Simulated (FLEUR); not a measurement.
# Anisotropy of free Ni(001) film, 4 layers with FLEUR, part 2 of 2

Wanted: anisotropy for free Ni(001) film, 4 layers, with the cost of each step.

FLEUR MaX-R8.1; PBE; all-electron FLAPW film, Dirac cores, scalar-relativistic bands.

So far. Step 2 (The magnetic state): After 43 cycles the largest moment stands at 0.758 μB.

### Step 5. Spin–orbit coupling, moments along z

Level of this step: PBE; all-electron FLAPW film, Dirac cores, scalar-relativistic bands with spin-orbit coupling (FLEUR).

Spin–orbit coupling ties the spins to the lattice and lets orbital moments form.

A new self-consistent run of the start ferro ++++, with the moments along z. The k list default-1 (kpts.xml, not shown) is a Γ-centred 30×30×1 mesh.

inp.xml

```
<?xml version="1.0" encoding="UTF-8" standalone="no"?>
<fleurInput fleurInputVersion="0.39">
   <comment>
      Ni
   </comment>
   <calculationSetup>
      <cutoffs Kmax="3.66" Gmax="11.0" GmaxXC="11.0" numbands="152"/>
      <scfLoop itmax="150" minDistance="0.00002" maxIterBroyd="15" imix="Anderson" alpha="0.03" precondParam="0.0" spinf="2.0" sdNocoIR="T"/>
      <coreElectrons ctail="T" frcor="F" kcrel="0" coretail_lmax="0"/>
      <xcFunctional name="pbe" relativisticCorrections="F"/>
      <magnetism jspins="2"/>
      <soc l_soc="T" theta="0.0" phi="0.0" spav="F"/>
      <expertModes spex="0" secvar="F"/>
      <geometryOptimization l_f="F" forcealpha="1.0" forcemix="BFGS" epsdisp="0.00001" epsforce="0.00001"/>
      <ldaU l_linMix="F" mixParam="0.05" spinf="1.0"/>
   </calculationSetup>
   <cell>
      <bzIntegration valenceElectrons="72.0" mode="hist" fermiSmearingEnergy="0.00183747">
         <kPointListSelection listName="default-1"/>
         <xi:include xmlns:xi="http://www.w3.org/2001/XInclude" href="kpts.xml"> </xi:include>
      </bzIntegration>
      <xi:include xmlns:xi="http://www.w3.org/2001/XInclude" href="sym.xml"> </xi:include>
      <filmLattice scale="1.0" dVac="15.27" dTilda="17.77">
         <bravaisMatrixFilm>
            <row-1>    4.7086305846658192     0.0000000000000000</row-1>
            <row-2>    0.0000000000000000     4.7086305846658192</row-2>
         </bravaisMatrixFilm>
         <vacuumEnergyParameters vacuum="1" spinUp="-.25" spinDown="-.25"/>
      </filmLattice>
   </cell>
   <atomSpecies>
      <species name="Nickel (Ni1.000" element="Ni" atomicNumber="28">
         <mtSphere radius="2.24" gridPoints="741" logIncrement="0.016"/>
         <atomicCutoffs lmax="8" lnonsphr="6"/>
         <electronConfig flipSpins="F">
            <coreConfig>(1s1/2) (2s1/2) (2p1/2) (2p3/2)</coreConfig>
            <valenceConfig>(3s1/2) (3p1/2) (3p3/2) (4s1/2) (3d3/2) (3d5/2)</valenceConfig>
            <stateOccupation state="(3d3/2)" spinUp="1.6" spinDown="1.6"/>
            <stateOccupation state="(3d5/2)" spinUp="2.9" spinDown="1.9"/>
         </electronConfig>
         <energyParameters s="4" p="4" d="3" f="4"/>
         <lo type="SCLO" l="0" n="3" eDeriv="0"/>
         <lo type="SCLO" l="1" n="3" eDeriv="0"/>
      </species>
   </atomSpecies>
   <atomGroups>
      <atomGroup species="Nickel (Ni1.000">
         <filmPos label="                   1">-1.000/4.000 -1.000/4.000 -4.9942711372</filmPos>
         <filmPos label="                   4">1.000/4.000 1.000/4.000 4.9942711372</filmPos>
         <force calculate="T" relaxXYZ="TTT"/>
      </atomGroup>
      <atomGroup species="Nickel (Ni1.000">
         <filmPos label="                   2">1.000/4.000 1.000/4.000 -1.6647570458</filmPos>
         <filmPos label="                   3">-1.000/4.000 -1.000/4.000 1.6647570458</filmPos>
         <force calculate="T" relaxXYZ="TTT"/>
      </atomGroup>
   </atomGroups>
   <output dos="F" band="F" slice="F">
      <bandDOS minEnergy="-.5*Htr" maxEnergy="0.5*Htr" sigma="0.015" storeEVData="T"/>
      <plotting iplot="0" polar="F">
         <plot TwoD="T" vec1="  1.0  0.0  0.0" vec2="  0.0  1.0  0.0" vec3="  0.0  0.0  1.0" zero="  0.0  0.0 -0.5" file="plot"/>
      </plotting>
      <moessbauerParams electricFieldGradient="F" isomerShift="F" coreHyperfine="F" valenceHyperfine="F"/>
   </output>
</fleurInput>
```

crystal.txt

```
Ni
&input film=T cartesian=F /
2.49170000000  0.00000000000  0.00000000000
0.00000000000  2.49170000000  0.00000000000
0.00000000000  0.00000000000  1.00000000000
1.8897261246
1.0 1.0 1.0

4
28 0.00000000000  0.00000000000  -4.99427113724 : 1.000
28 0.50000000000  0.50000000000  -1.66475704575 : 1.000
28 0.00000000000  0.00000000000  1.66475704575 : 1.000
28 0.50000000000  0.50000000000  4.99427113724 : 1.000

&soc 0.0000000 0.0000000 /
&kpt div1=30 div2=30 div3=1 gamma=T /
```

The run is started by

```console
$ OMP_NUM_THREADS=1 inpgen -f crystal.txt > inpgen.log  # inp.xml is then edited as shown
$ OMP_NUM_THREADS=1 mpirun -n 4 fleur_MPI > fleur.log
```

Log:

```text
[banner, memory and clock lines left out]
Welcome to FLEUR        (www.flapw.de)
      MaX-Release 8.1          (www.max-centre.eu)

 ========== k-point set info ==========
 Selected k-point list: default-1
 k-point list type: mesh
 0 x 0 x 0
 Number of k points: 228

 [... set-up left out ...]
 Iteration:     1   Distance:      28.96396001 me/bohr^3
 Iteration:     2   Distance:      19.19423282 me/bohr^3
 Iteration:     3   Distance:      16.45833123 me/bohr^3
 Iteration:     4   Distance:       8.45916856 me/bohr^3
 Iteration:     5   Distance:       8.66313911 me/bohr^3
 Iteration:     6   Distance:       5.76647519 me/bohr^3
 Iteration:     7   Distance:      10.19695450 me/bohr^3
 Iteration:     8   Distance:       9.36574550 me/bohr^3
 Iteration:     9   Distance:       5.18806261 me/bohr^3
 Iteration:    10   Distance:       4.28014686 me/bohr^3
[... 15 iterations left out ...]
 Iteration:    26   Distance:       0.00356200 me/bohr^3
 Iteration:    27   Distance:       0.00104402 me/bohr^3
 Iteration:    28   Distance:       0.00032550 me/bohr^3
 Iteration:    29   Distance:       0.00034097 me/bohr^3
 Iteration:    30   Distance:       0.00034304 me/bohr^3
 Iteration:    31   Distance:       0.00033469 me/bohr^3
 Iteration:    32   Distance:       0.00022726 me/bohr^3
 Iteration:    33   Distance:       0.00019479 me/bohr^3
 Iteration:    34   Distance:       0.00010211 me/bohr^3
 Iteration:    35   Distance:       0.00001911 me/bohr^3

 ********************************************************************
 Run finished successfully
 Stop message:
   all done
 ********************************************************************

--- out.xml (last complete iteration) ---
<iteration numberForCurrentRun="   35" overallNumber="   35">
         [... left out ...]
         <bandgap value="0.0000000000" units="eV"/>
         <sumValenceSingleParticleEnergies value="-102.2165391730" units="Htr"/>
         <FermiEnergy value="-0.1795303733" units="Htr"/>
         [... left out ...]
         <magneticMomentsInMTSpheres units="muBohr">
            <globalMagMoment atomType="1" vec="0.00000   0.00000   0.73782"/>
            <globalMagMoment atomType="2" vec="0.00000   0.00000   0.68237"/>
         </magneticMomentsInMTSpheres>
         <orbitalMomentsInMTSpheres units="muBohr">
            <globalMagMoment atomType="1" vec="0.00000   0.00000   0.06637"/>
            <globalMagMoment atomType="2" vec="0.00000   0.00000   0.05597"/>
         </orbitalMomentsInMTSpheres>
         [... left out ...]
         <totalEnergy value="    -6083.2612017999" units="Htr">
            <sumOfEigenvalues value="    -3544.8978800857">
               <coreElectrons value="-3442.6813409127"/>
               <valenceElectrons value="-102.2165391730"/>
            </sumOfEigenvalues>
         [... left out ...]
            <freeEnergy value="-6083.2634726755"/>
            <extrapolationTo0K value="-6083.2623372377"/>
         </totalEnergy>
         <densityConvergence units="me/bohr^3">
            <chargeDensity spin="1" distance="0.0000092339"/>
            <chargeDensity spin="2" distance="0.0000152023"/>
            <overallChargeDensity distance="0.0000191076"/>
            <spinDensity distance="0.0000163600"/>
         </densityConvergence>
      </iteration>
```

The job ended after 19 min (4 MPI ranks of Arm Neoverse V1, shared host; peak memory 1.1 GiB; 75 min of CPU time).

Spin moment in the muffin-tin sphere by atom:

```
atom  spin moment in the muffin-tin sphere (μB)
 Ni1                                      0.738
 Ni2                                      0.682
 Ni3                                      0.682
 Ni4                                      0.738
```

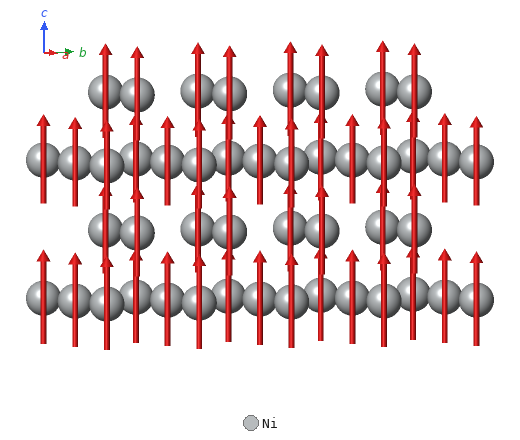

Spin moment in the muffin-tin sphere as arrows, the longest 0.738 μB. Up and down stand for the sign. Arrows give size and sign along the axis of quantisation, drawn up and down the page. 2×4×1 cells are drawn. Some periodic images of atoms are drawn too.

Numbers from this step:

```
free energy                                                       : -165534.0320 eV
program's band gap on this mesh (in a metal only a level spacing) : 0 eV
magnetization                                                     : 2.686 μB
final state                                                       : ferromagnetic
orbital moment along the spin                                     : 0.06637 μB
```

Orbital moment in the sphere, along the spin axis by atom:

```
atom  orbital moment in the sphere, along the spin axis (μB)
 Ni1                                                  0.0664
 Ni2                                                  0.0560
 Ni3                                                  0.0560
 Ni4                                                  0.0664
```

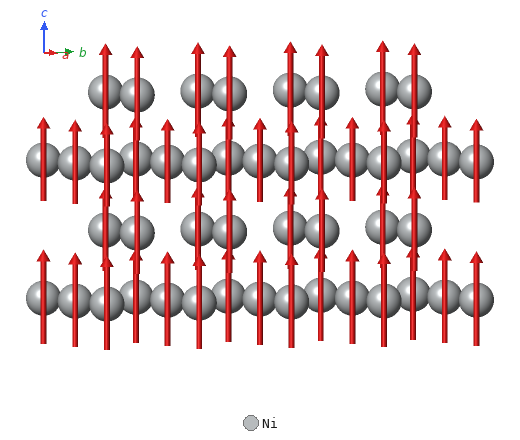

Orbital moment in the sphere, along the spin axis as arrows, the longest 0.0664 μB. Up and down stand for the sign. Arrows give size and sign along the axis of quantisation, drawn up and down the page. 2×4×1 cells are drawn. Some periodic images of atoms are drawn too.

### Step 6. Results

| Quantity | Value |
| --- | --- |
| reference state | ferromagnetic |
| largest sphere moment | 0.758 μB |
| easy direction of those tried | the plane normal to z |
| energy along x less z, force theorem | -0.942 meV a primitive cell |
| orbital moment on the atom of largest spin, along its spin (spin–orbit run) | 0.0664 μB |

In words: By the force theorem the moments prefer the plane normal to z, with no direction in it resolved; shape anisotropy is not in it, and in a film it favours the plane. The difference for the second direction goes from -0.85 meV (mesh 20×20×1, 136 states, 5 min of CPU time) to -0.94 meV (mesh 30×30×1, 136 states, 11 min). The orbital moment is parallel to the spin, as Hund's third rule has it for a shell over half filled. The state was typed, and no other order was converged beside it, so it need not be the ground state.

[Logs and program files are shortened in this print: banners, set-up blocks, solver, clock and traceback lines can be left out without a mark of their own.]

[Logs are printed without paths, hosts, clocks, repeated set-up lines and the standing remarks that a program may print on its own settings, such as how far it seeks lower states.]

[Hosts, paths, dates, database ids (printed as entryN), source tags and the programs' standing remarks are cut or masked in the printed files.]

[Where a cell is said to come from a database of computed structures, the database is the Materials Project.]
